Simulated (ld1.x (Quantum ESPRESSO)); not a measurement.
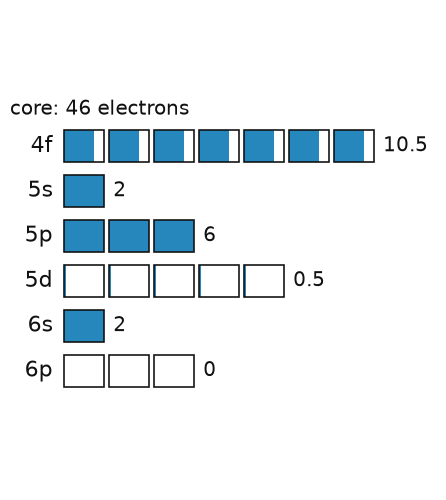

*The valence shells of the reference configuration: a box for each of the 2l + 1 orbitals, shaded by the share of the shell that is filled, with the electron count at the right.*

**Ho: pseudopotential generation (part 1 of 2)**

Holmium (Ho, Z = 67), core [Kr] 4d10, reference valence 4f10.5 5s2 5p6 5d0.5 6s2 6p0, valence charge 21. Level asked for: ultrasoft potential, PBEsol, scalar-relativistic, made with ld1.x (Quantum ESPRESSO) 7.5.

**Input**
```
 &input
   title='Ho', zed=67., rel=1, dft='PBESOL', iswitch=3,
   config='[Xe] 4f10.5 5d0.5 6s2 6p0',
   nld=4, rlderiv=3.15, eminld=-6.0, emaxld=5.0, deld=0.02
 /
 &inputp
   pseudotype=3, tm=.true., lloc=-1, rcloc=1.65,
   nlcc=.false.,
   file_pseudopw='Ho.UPF', file_wfcaegen='ae.wfc', file_wfcncgen='nc.wfc', file_beta='beta', file_chi='chi', file_wfcusgen='us.wfc'
 /
8
5S  1  0   2.00   0.00  1.65  1.85  0.0
6S  2  0   2.00   0.00  1.65  1.85  0.0
5P  2  1   6.00   0.00  2.00  2.25  0.0
6P  3  1   0.00   0.00  2.00  2.25  0.0
5D  3  2   0.50   0.00  1.75  2.92  0.0
5D  3  2   0.00   0.25  1.75  2.92  0.0
4F  4  3  10.50   0.00  0.55  0.60  0.0
4F  4  3   0.00   0.40  0.55  0.60  0.0
 &test
   configts(1)='4f10.5 5s2 5p6 5d0.5 6s2 6p0'
 /
```

Command:
```bash
ld1.x < Ho.in > Ho.out
```

**The program's output**
```
     Program LD1 v.7.5
     --------------------------- All-electron run ----------------------------

     Ho
     scalar relativistic calculation

     atomic number is 67.00
     dft =PBESOL   lsd =0 sic =0 latt =0  beta=0.20 tr2=1.0E-14
     Exchange-correlation= PBESOL
                           (   1   4  10   8   0   0   0)
     mesh =1265 r(mesh) =  99.01857 a.u. xmin = -7.00 dx = 0.01250
     1 Ry =  13.60569312 eV, c = 137.03599908

     n l     nl                  e(Ry)          e(Ha)          e(eV)
     1 0     1S 1( 2.00)     -4077.8425     -2038.9212    -55481.8732
     2 0     2S 1( 2.00)      -682.3161      -341.1580     -9283.3833
     2 1     2P 1( 6.00)      -604.5364      -302.2682     -8225.1373
     3 0     3S 1( 2.00)      -152.5954       -76.2977     -2076.1663
     3 1     3P 1( 6.00)      -128.8324       -64.4162     -1752.8547
     4 0     4S 1( 2.00)       -30.3337       -15.1668      -412.7110
     4 1     4P 1( 6.00)       -22.5094       -11.2547      -306.2556
     3 2     3D 1(10.00)       -98.6788       -49.3394     -1342.5929
     5 0     5S 1( 2.00)        -3.8565        -1.9282       -52.4699
     5 1     5P 1( 6.00)        -2.0270        -1.0135       -27.5791
     4 2     4D 1(10.00)       -11.9447        -5.9723      -162.5154
     4 3     4F 1(10.50)        -0.4566        -0.2283        -6.2122
     5 2     5D 1( 0.50)        -0.1222        -0.0611        -1.6629
     6 0     6S 1( 2.00)        -0.3034        -0.1517        -4.1281
     6 1     6P 1( 0.00)        -0.0919        -0.0459        -1.2500

     final scf error:  4.2E-15 reached in  29 iterations

     Etot =  -25224.375226 Ry,  -12612.187613 Ha, -343195.108538 eV

     Ekin =   27281.071763 Ry,   13640.535881 Ha,  371177.890468 eV
     Encl =  -61813.238110 Ry,  -30906.619055 Ha, -841011.948661 eV
     Eh   =    9839.699310 Ry,    4919.849655 Ha,  133875.929235 eV
     Exc  =    -531.908188 Ry,    -265.954094 Ha,   -7236.979580 eV

     normalization and overlap integrals

     s(1S/1S) =  1.000000  <r> =   0.0207  <r2> =    0.0006  r(max) =   0.0132
     s(2S/2S) =  1.000000  <r> =   0.0881  <r2> =    0.0092  r(max) =   0.0749
     s(2P/2P) =  1.000000  <r> =   0.0781  <r2> =    0.0074  r(max) =   0.0605
     s(3S/3S) =  1.000000  <r> =   0.2299  <r2> =    0.0604  r(max) =   0.2113
     s(3P/3P) =  1.000000  <r> =   0.2290  <r2> =    0.0608  r(max) =   0.2086
     s(4S/4S) =  1.000000  <r> =   0.5187  <r2> =    0.3038  r(max) =   0.4821
     s(4P/4P) =  1.000000  <r> =   0.5499  <r2> =    0.3441  r(max) =   0.5068
     s(3D/3D) =  1.000000  <r> =   0.2079  <r2> =    0.0507  r(max) =   0.1687
     s(5S/5S) =  1.000000  <r> =   1.2676  <r2> =    1.8101  r(max) =   1.1278
     s(5P/5P) =  1.000000  <r> =   1.5027  <r2> =    2.5744  r(max) =   1.2941
     s(4D/4D) =  1.000000  <r> =   0.5957  <r2> =    0.4120  r(max) =   0.5196
     s(4F/4F) =  1.000000  <r> =   0.8225  <r2> =    0.9175  r(max) =   0.5196
     s(5D/5D) =  1.000000  <r> =   3.1165  <r2> =   12.3932  r(max) =   1.9794
     s(6S/6S) =  1.000000  <r> =   3.9211  <r2> =   17.5083  r(max) =   3.3046
     s(6P/6P) =  1.000000  <r> =   5.6301  <r2> =   36.7653  r(max) =   4.5736

     ------------------------ End of All-electron run ------------------------

     --------------------- Generating US pseudopotential ---------------------

      Generating local potential from pseudized AE potential:
      Matching radius rcloc =   1.6500

      Local pseudo, rcloc= 1.641 Estimated cut-off energy=     9.28 Ry

      Wfc   5S  rcut= 1.641  Using Troullier-Martins method
      Wfc-us  5S rcutus= 1.859  Estimated cut-off energy=    15.54 Ry

      Wfc   6S  rcut= 1.641  Using Troullier-Martins method
      Wfc-us  6S rcutus= 1.859  Estimated cut-off energy=    30.31 Ry

      Wfc   5P  rcut= 2.004  Using Troullier-Martins method
      Wfc-us  5P rcutus= 2.271  Estimated cut-off energy=    16.39 Ry

      Wfc   6P  rcut= 2.004  Using Troullier-Martins method
      Wfc-us  6P rcutus= 2.271  Estimated cut-off energy=    29.82 Ry

      Wfc   5D  rcut= 1.769  Using Troullier-Martins method
      Wfc-us  5D rcutus= 2.916  Estimated cut-off energy=    13.35 Ry

      Wfc   5D  rcut= 1.769  Using Troullier-Martins method
      Wfc-us  5D rcutus= 2.916  Estimated cut-off energy=    15.21 Ry

      Wfc   4F  rcut= 0.546  Using Troullier-Martins method
      Wfc-us  4F rcutus= 0.604  Estimated cut-off energy=   421.08 Ry

      Wfc   4F  rcut= 0.546  Using Troullier-Martins method
      Wfc-us  4F rcutus= 0.604  Estimated cut-off energy=   423.32 Ry

     ------------------- End of pseudopotential generation -------------------

     --------------------------- All-electron run ----------------------------

     Ho
     scalar relativistic calculation

     atomic number is 67.00
     dft =PBESOL   lsd =0 sic =0 latt =0  beta=0.20 tr2=1.0E-14
     Exchange-correlation= PBESOL
                           (   1   4  10   8   0   0   0)
     mesh =1265 r(mesh) =  99.01857 a.u. xmin = -7.00 dx = 0.01250
     1 Ry =  13.60569312 eV, c = 137.03599908

     n l     nl                  e(Ry)          e(Ha)          e(eV)
     1 0     1S 1( 2.00)     -4077.8425     -2038.9212    -55481.8732
     2 0     2S 1( 2.00)      -682.3161      -341.1580     -9283.3833
     2 1     2P 1( 6.00)      -604.5364      -302.2682     -8225.1373
     3 0     3S 1( 2.00)      -152.5954       -76.2977     -2076.1663
     3 1     3P 1( 6.00)      -128.8324       -64.4162     -1752.8547
     4 0     4S 1( 2.00)       -30.3337       -15.1668      -412.7110
     4 1     4P 1( 6.00)       -22.5094       -11.2547      -306.2556
     3 2     3D 1(10.00)       -98.6788       -49.3394     -1342.5929
     5 0     5S 1( 2.00)        -3.8565        -1.9282       -52.4699
     5 1     5P 1( 6.00)        -2.0270        -1.0135       -27.5791
     4 2     4D 1(10.00)       -11.9447        -5.9723      -162.5154
     4 3     4F 1(10.50)        -0.4566        -0.2283        -6.2122
     5 2     5D 1( 0.50)        -0.1222        -0.0611        -1.6629
     6 0     6S 1( 2.00)        -0.3034        -0.1517        -4.1281
     6 1     6P 1( 0.00)        -0.0919        -0.0459        -1.2500

     final scf error:  4.2E-15 reached in  29 iterations

     Etot =  -25224.375226 Ry,  -12612.187613 Ha, -343195.108538 eV

     Ekin =   27281.071763 Ry,   13640.535881 Ha,  371177.890468 eV
     Encl =  -61813.238110 Ry,  -30906.619055 Ha, -841011.948661 eV
     Eh   =    9839.699310 Ry,    4919.849655 Ha,  133875.929235 eV
     Exc  =    -531.908188 Ry,    -265.954094 Ha,   -7236.979580 eV

     normalization and overlap integrals

     s(1S/1S) =  1.000000  <r> =   0.0207  <r2> =    0.0006  r(max) =   0.0132
     s(2S/2S) =  1.000000  <r> =   0.0881  <r2> =    0.0092  r(max) =   0.0749
     s(2P/2P) =  1.000000  <r> =   0.0781  <r2> =    0.0074  r(max) =   0.0605
     s(3S/3S) =  1.000000  <r> =   0.2299  <r2> =    0.0604  r(max) =   0.2113
     s(3P/3P) =  1.000000  <r> =   0.2290  <r2> =    0.0608  r(max) =   0.2086
     s(4S/4S) =  1.000000  <r> =   0.5187  <r2> =    0.3038  r(max) =   0.4821
     s(4P/4P) =  1.000000  <r> =   0.5499  <r2> =    0.3441  r(max) =   0.5068
     s(3D/3D) =  1.000000  <r> =   0.2079  <r2> =    0.0507  r(max) =   0.1687
     s(5S/5S) =  1.000000  <r> =   1.2676  <r2> =    1.8101  r(max) =   1.1278
     s(5P/5P) =  1.000000  <r> =   1.5027  <r2> =    2.5744  r(max) =   1.2941
     s(4D/4D) =  1.000000  <r> =   0.5957  <r2> =    0.4120  r(max) =   0.5196
     s(4F/4F) =  1.000000  <r> =   0.8225  <r2> =    0.9175  r(max) =   0.5196
     s(5D/5D) =  1.000000  <r> =   3.1165  <r2> =   12.3932  r(max) =   1.9794
     s(6S/6S) =  1.000000  <r> =   3.9211  <r2> =   17.5083  r(max) =   3.3046
     s(6P/6P) =  1.000000  <r> =   5.6301  <r2> =   36.7653  r(max) =   4.5736

     ------------------------ End of All-electron run ------------------------

     Computing logarithmic derivative in   3.16318

       Warning: n=2, l=0 expected 1 nodes, found 4
       Setting wfc to zero for this iteration
       (This warning will only be printed once per wavefunction)

       Zero norm: self consistency problem; state:  5 (l=  0, j=0.0)

       Warning: n=4, l=3 expected 0 nodes, found 1
       Setting wfc to zero for this iteration
       (This warning will only be printed once per wavefunction)

       Warning: n=2, l=1 expected 0 nodes, found 1
       Setting wfc to zero for this iteration
       (This warning will only be printed once per wavefunction)

       Zero norm: self consistency problem; state:  5 (l=  0, j=0.0)
       Zero norm: self consistency problem; state:  5 (l=  0, j=0.0)
       Zero norm: self consistency problem; state:  5 (l=  0, j=0.0)
       Zero norm: self consistency problem; state:  5 (l=  0, j=0.0)
       Zero norm: self consistency problem; state:  5 (l=  0, j=0.0)
       Zero norm: self consistency problem; state:  5 (l=  0, j=0.0)

       Warning: n=3, l=2 expected 0 nodes, found 1
       Setting wfc to zero for this iteration
       (This warning will only be printed once per wavefunction)

       Zero norm: self consistency problem; state:  5 (l=  0, j=0.0)
       Zero norm: self consistency problem; state:  5 (l=  0, j=0.0)
       Zero norm: self consistency problem; state:  5 (l=  0, j=0.0)
       Zero norm: self consistency problem; state:  5 (l=  0, j=0.0)
       Zero norm: self consistency problem; state:  5 (l=  0, j=0.0)
       Zero norm: self consistency problem; state:  5 (l=  0, j=0.0)
       Zero norm: self consistency problem; state:  5 (l=  0, j=0.0)
       Zero norm: self consistency problem; state:  5 (l=  0, j=0.0)
       Zero norm: self consistency problem; state:  5 (l=  0, j=0.0)
       Zero norm: self consistency problem; state:  5 (l=  0, j=0.0)
       Zero norm: self consistency problem; state:  5 (l=  0, j=0.0)
       Zero norm: self consistency problem; state:  5 (l=  0, j=0.0)
       Zero norm: self consistency problem; state:  5 (l=  0, j=0.0)
       Zero norm: self consistency problem; state:  5 (l=  0, j=0.0)
       Zero norm: self consistency problem; state:  5 (l=  0, j=0.0)
       Zero norm: self consistency problem; state:  5 (l=  0, j=0.0)
       Zero norm: self consistency problem; state:  5 (l=  0, j=0.0)
       Zero norm: self consistency problem; state:  5 (l=  0, j=0.0)
       Zero norm: self consistency problem; state:  5 (l=  0, j=0.0)
       Zero norm: self consistency problem; state:  5 (l=  0, j=0.0)
       Zero norm: self consistency problem; state:  5 (l=  0, j=0.0)
       Zero norm: self consistency problem; state:  5 (l=  0, j=0.0)
       Zero norm: self consistency problem; state:  5 (l=  0, j=0.0)
       Zero norm: self consistency problem; state:  5 (l=  0, j=0.0)
       Zero norm: self consistency problem; state:  5 (l=  0, j=0.0)
       Zero norm: self consistency problem; state:  5 (l=  0, j=0.0)
       Zero norm: self consistency problem; state:  5 (l=  0, j=0.0)
       Zero norm: self consistency problem; state:  5 (l=  0, j=0.0)
       Zero norm: self consistency problem; state:  5 (l=  0, j=0.0)
       Zero norm: self consistency problem; state:  5 (l=  0, j=0.0)
       Zero norm: self consistency problem; state:  5 (l=  0, j=0.0)
       Zero norm: self consistency problem; state:  5 (l=  0, j=0.0)
       Zero norm: self consistency problem; state:  5 (l=  0, j=0.0)
       Zero norm: self consistency problem; state:  5 (l=  0, j=0.0)
       Zero norm: self consistency problem; state:  5 (l=  0, j=0.0)
       Zero norm: self consistency problem; state:  5 (l=  0, j=0.0)
       Zero norm: self consistency problem; state:  5 (l=  0, j=0.0)
       Zero norm: self consistency problem; state:  5 (l=  0, j=0.0)
       Zero norm: self consistency problem; state:  5 (l=  0, j=0.0)
       Zero norm: self consistency problem; state:  5 (l=  0, j=0.0)
       Zero norm: self consistency problem; state:  5 (l=  0, j=0.0)
       Zero norm: self consistency problem; state:  5 (l=  0, j=0.0)
       Zero norm: self consistency problem; state:  5 (l=  0, j=0.0)
       Zero norm: self consistency problem; state:  5 (l=  0, j=0.0)
       Zero norm: self consistency problem; state:  5 (l=  0, j=0.0)
       Zero norm: self consistency problem; state:  5 (l=  0, j=0.0)
       Zero norm: self consistency problem; state:  5 (l=  0, j=0.0)
       Zero norm: self consistency problem; state:  5 (l=  0, j=0.0)
       Zero norm: self consistency problem; state:  5 (l=  0, j=0.0)
       Zero norm: self consistency problem; state:  5 (l=  0, j=0.0)
       Zero norm: self consistency problem; state:  5 (l=  0, j=0.0)
       Zero norm: self consistency problem; state:  5 (l=  0, j=0.0)
       Zero norm: self consistency problem; state:  5 (l=  0, j=0.0)
       Zero norm: self consistency problem; state:  5 (l=  0, j=0.0)
       Zero norm: self consistency problem; state:  5 (l=  0, j=0.0)
       Zero norm: self consistency problem; state:  5 (l=  0, j=0.0)
       Zero norm: self consistency problem; state:  5 (l=  0, j=0.0)
       Zero norm: self consistency problem; state:  5 (l=  0, j=0.0)
       Zero norm: self consistency problem; state:  5 (l=  0, j=0.0)
       Zero norm: self consistency problem; state:  5 (l=  0, j=0.0)
       Zero norm: self consistency problem; state:  5 (l=  0, j=0.0)
       Zero norm: self consistency problem; state:  5 (l=  0, j=0.0)
       Zero norm: self consistency problem; state:  5 (l=  0, j=0.0)
       Zero norm: self consistency problem; state:  5 (l=  0, j=0.0)
       Zero norm: self consistency problem; state:  5 (l=  0, j=0.0)
       Zero norm: self consistency problem; state:  5 (l=  0, j=0.0)
       Zero norm: self consistency problem; state:  5 (l=  0, j=0.0)
       Zero norm: self consistency problem; state:  5 (l=  0, j=0.0)
       Zero norm: self consistency problem; state:  5 (l=  0, j=0.0)
       Zero norm: self consistency problem; state:  5 (l=  0, j=0.0)
       Zero norm: self consistency problem; state:  5 (l=  0, j=0.0)
       Zero norm: self consistency problem; state:  5 (l=  0, j=0.0)
       Zero norm: self consistency problem; state:  5 (l=  0, j=0.0)
       Zero norm: self consistency problem; state:  5 (l=  0, j=0.0)
       Zero norm: self consistency problem; state:  5 (l=  0, j=0.0)
       Zero norm: self consistency problem; state:  5 (l=  0, j=0.0)
       Zero norm: self consistency problem; state:  5 (l=  0, j=0.0)
       Zero norm: self consistency problem; state:  5 (l=  0, j=0.0)
       Zero norm: self consistency problem; state:  5 (l=  0, j=0.0)
       Zero norm: self consistency problem; state:  5 (l=  0, j=0.0)
       Zero norm: self consistency problem; state:  5 (l=  0, j=0.0)
       Zero norm: self consistency problem; state:  5 (l=  0, j=0.0)
       Zero norm: self consistency problem; state:  5 (l=  0, j=0.0)
       Zero norm: self consistency problem; state:  5 (l=  0, j=0.0)
       Zero norm: self consistency problem; state:  5 (l=  0, j=0.0)
       Zero norm: self consistency problem; state:  5 (l=  0, j=0.0)
       Zero norm: self consistency problem; state:  5 (l=  0, j=0.0)
       Zero norm: self consistency problem; state:  5 (l=  0, j=0.0)
       Zero norm: self consistency problem; state:  5 (l=  0, j=0.0)
       Zero norm: self consistency problem; state:  5 (l=  0, j=0.0)
       Zero norm: self consistency problem; state:  5 (l=  0, j=0.0)
       Zero norm: self consistency problem; state:  5 (l=  0, j=0.0)
       Zero norm: self consistency problem; state:  5 (l=  0, j=0.0)
       Zero norm: self consistency problem; state:  5 (l=  0, j=0.0)
       Zero norm: self consistency problem; state:  5 (l=  0, j=0.0)
       Zero norm: self consistency problem; state:  5 (l=  0, j=0.0)
       Zero norm: self consistency problem; state:  5 (l=  0, j=0.0)
       Zero norm: self consistency problem; state:  5 (l=  0, j=0.0)
       Zero norm: self consistency problem; state:  5 (l=  0, j=0.0)
       Zero norm: self consistency problem; state:  5 (l=  0, j=0.0)
       Zero norm: self consistency problem; state:  5 (l=  0, j=0.0)
       Zero norm: self consistency problem; state:  5 (l=  0, j=0.0)
       Zero norm: self consistency problem; state:  5 (l=  0, j=0.0)
       Zero norm: self consistency problem; state:  5 (l=  0, j=0.0)
       Zero norm: self consistency problem; state:  5 (l=  0, j=0.0)
       Zero norm: self consistency problem; state:  5 (l=  0, j=0.0)
       Zero norm: self consistency problem; state:  5 (l=  0, j=0.0)
       Zero norm: self consistency problem; state:  5 (l=  0, j=0.0)
       Zero norm: self consistency problem; state:  5 (l=  0, j=0.0)
       Zero norm: self consistency problem; state:  5 (l=  0, j=0.0)
       Zero norm: self consistency problem; state:  5 (l=  0, j=0.0)
       Zero norm: self consistency problem; state:  5 (l=  0, j=0.0)
       Zero norm: self consistency problem; state:  5 (l=  0, j=0.0)
       Zero norm: self consistency problem; state:  5 (l=  0, j=0.0)
       Zero norm: self consistency problem; state:  5 (l=  0, j=0.0)
       Zero norm: self consistency problem; state:  5 (l=  0, j=0.0)
       Zero norm: self consistency problem; state:  5 (l=  0, j=0.0)
       Zero norm: self consistency problem; state:  5 (l=  0, j=0.0)
       Zero norm: self consistency problem; state:  5 (l=  0, j=0.0)
       Zero norm: self consistency problem; state:  5 (l=  0, j=0.0)
       Zero norm: self consistency problem; state:  5 (l=  0, j=0.0)
       Zero norm: self consistency problem; state:  5 (l=  0, j=0.0)
       Zero norm: self consistency problem; state:  5 (l=  0, j=0.0)
       Zero norm: self consistency problem; state:  5 (l=  0, j=0.0)
       Zero norm: self consistency problem; state:  5 (l=  0, j=0.0)
       Zero norm: self consistency problem; state:  5 (l=  0, j=0.0)
       Zero norm: self consistency problem; state:  5 (l=  0, j=0.0)
       Zero norm: self consistency problem; state:  5 (l=  0, j=0.0)
       Zero norm: self consistency problem; state:  5 (l=  0, j=0.0)
       Zero norm: self consistency problem; state:  5 (l=  0, j=0.0)
       Zero norm: self consistency problem; state:  5 (l=  0, j=0.0)
       Zero norm: self consistency problem; state:  5 (l=  0, j=0.0)
       Zero norm: self consistency problem; state:  5 (l=  0, j=0.0)
       Zero norm: self consistency problem; state:  5 (l=  0, j=0.0)
       Zero norm: self consistency problem; state:  5 (l=  0, j=0.0)
       Zero norm: self consistency problem; state:  5 (l=  0, j=0.0)
       Zero norm: self consistency problem; state:  5 (l=  0, j=0.0)
       Zero norm: self consistency problem; state:  5 (l=  0, j=0.0)
       Zero norm: self consistency problem; state:  5 (l=  0, j=0.0)
       Zero norm: self consistency problem; state:  5 (l=  0, j=0.0)
       Zero norm: self consistency problem; state:  5 (l=  0, j=0.0)
       Zero norm: self consistency problem; state:  5 (l=  0, j=0.0)
       Zero norm: self consistency problem; state:  5 (l=  0, j=0.0)
       Zero norm: self consistency problem; state:  5 (l=  0, j=0.0)
       Zero norm: self consistency problem; state:  5 (l=  0, j=0.0)
       Zero norm: self consistency problem; state:  5 (l=  0, j=0.0)
       Zero norm: self consistency problem; state:  5 (l=  0, j=0.0)
```

(Continued in part 2.) Outcome of the run: not converged.
